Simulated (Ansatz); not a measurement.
## Electronic structure of Al5As4H16 (doublet) in real space

```yaml
atoms:
  - { symbol: Al, position_ang: [1.0394, -2.7129, -0.1223] }
  - { symbol: Al, position_ang: [-0.6332, 0.0103, -3.0069] }
  - { symbol: Al, position_ang: [-2.6450, -0.6996, 0.5659] }
  - { symbol: Al, position_ang: [-0.5973, 0.0552, 2.7493] }
  - { symbol: Al, position_ang: [1.2412, 2.9223, -0.1022] }
  - { symbol: As, position_ang: [-0.9775, -1.5405, -1.0541] }
  - { symbol: As, position_ang: [1.3941, -1.1491, 1.8657] }
  - { symbol: As, position_ang: [1.3348, 1.2653, -2.0016] }
  - { symbol: As, position_ang: [-0.7203, 1.9186, 1.1507] }
  - { symbol: H, position_ang: [2.3104, -2.5421, -1.0827] }
  - { symbol: H, position_ang: [0.6064, -4.0842, 0.5854] }
  - { symbol: H, position_ang: [-0.0903, -0.8310, -4.2578] }
  - { symbol: H, position_ang: [-1.8271, 1.0767, -3.0964] }
  - { symbol: H, position_ang: [-4.0094, -1.5123, 0.7575] }
  - { symbol: H, position_ang: [-2.6654, 0.9485, 0.4194] }
  - { symbol: H, position_ang: [-1.8519, -0.9325, 2.1264] }
  - { symbol: H, position_ang: [-0.8146, 0.2116, 4.3193] }
  - { symbol: H, position_ang: [0.8021, 4.3510, -0.6682] }
  - { symbol: H, position_ang: [2.4958, 2.6536, 0.8708] }
  - { symbol: H, position_ang: [-1.7594, -2.7130, -1.6437] }
  - { symbol: H, position_ang: [2.1149, -1.8182, 3.0274] }
  - { symbol: H, position_ang: [2.4027, -0.0376, 1.5996] }
  - { symbol: H, position_ang: [2.1043, 1.9716, -3.1133] }
  - { symbol: H, position_ang: [2.4132, 0.2427, -1.6555] }
  - { symbol: H, position_ang: [-1.6679, 2.9456, 1.7674] }
```

Geometry: PBE-D4/def2-SVP.

All numbers below come from UKS PBE0-D4/def2-TZVP in Ansatz 0.2.0.

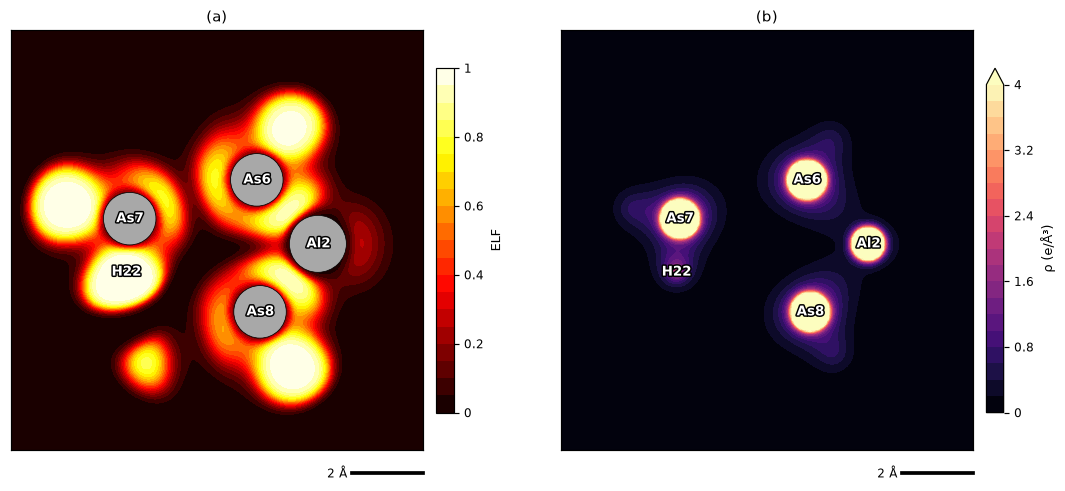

Figure 1. (a) electron localisation function; (b) total electron density on the plane of atoms As6, Al2 and As8. Grey discs cover the atomic cores in the ELF map.

> Describe what can be read from this map.

The plane passes through Al, As and H nuclei.
As–H (1.52 Å): ρ at the midpoint is about 1.1 e/Å³; the ELF climbs to about 1 towards the hydrogen, as it does in any bond to H.
Al–As (2.52 Å): ρ is about 0.45 e/Å³ halfway; the ELF peaks at about 0.95 between the atoms, as expected for a shared electron pair.
Al–As (2.54 Å): the density is about 0.44 e/Å³ at the midpoint; the ELF peaks at about 0.95 between the atoms, as expected for a shared electron pair.

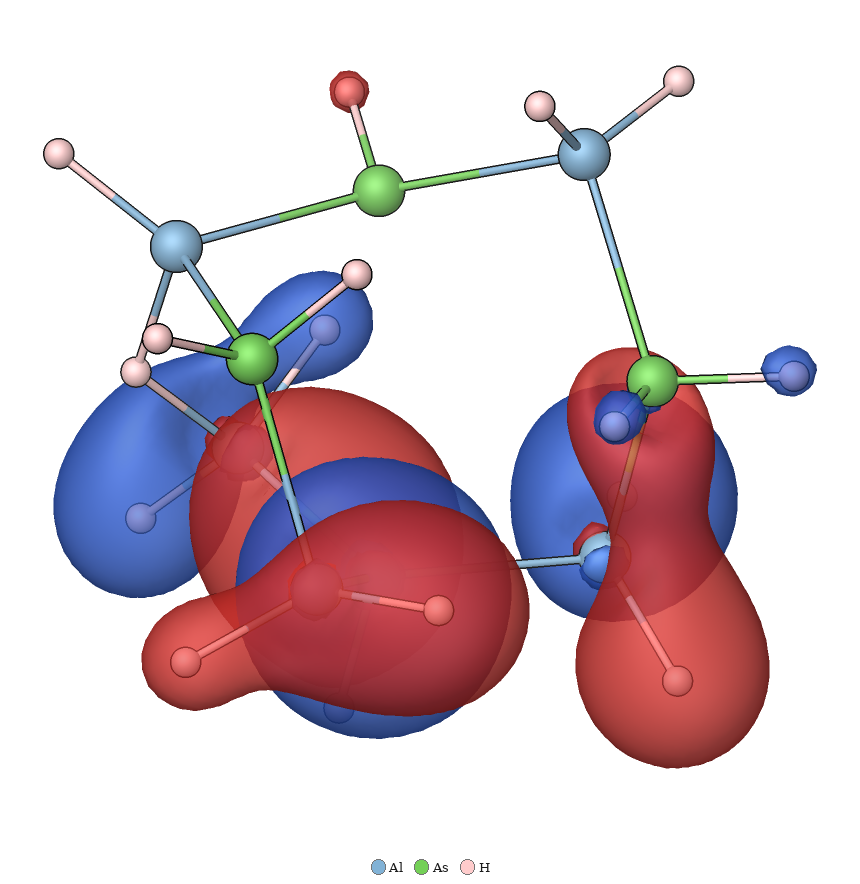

Figure 2. The HOMO−1 (β) at ±0.06 Å⁻³ᐟ² (blue and red are the two phases), seen across its widest extent.

> Where does this orbital lie, and at what energy?

Its weight (Hirshfeld) is mainly on As6 (about 30 %), H13 (about 10 %), Al1 (about 10 %), Al3 (about 10 %), Al2 (about 10 %) and H10 (about 5 %). Its energy is −7.69 eV.
